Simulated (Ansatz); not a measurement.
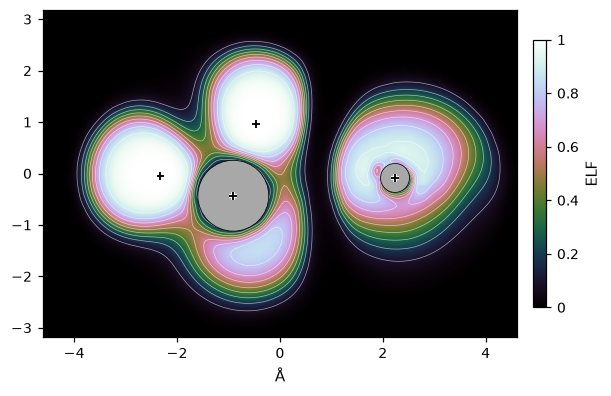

The electron localisation function on a plane through atoms (crosses mark nuclei in the plane; grey discs cover the cores).

All numbers below come from Ansatz, RKS PBE0-D4/def2-TZVPPD.

Candidates:
A. H2O···H2Se (SMILES O.[SeH2])
B. CHAgN (charge +1)
C. CH4···HCN (SMILES C.C#N)

Q: Which system is this?

A: Candidate A: H2O···H2Se on the plane of atoms H5, Se4 and H6, which holds O, Se and H. Se4···O1 (3.16 Å): the ELF dips to about 0.05 between them: a weak contact between the two molecules. Se–H (1.46 Å): the ELF climbs to about 1 towards the hydrogen, as it does in any bond to H.
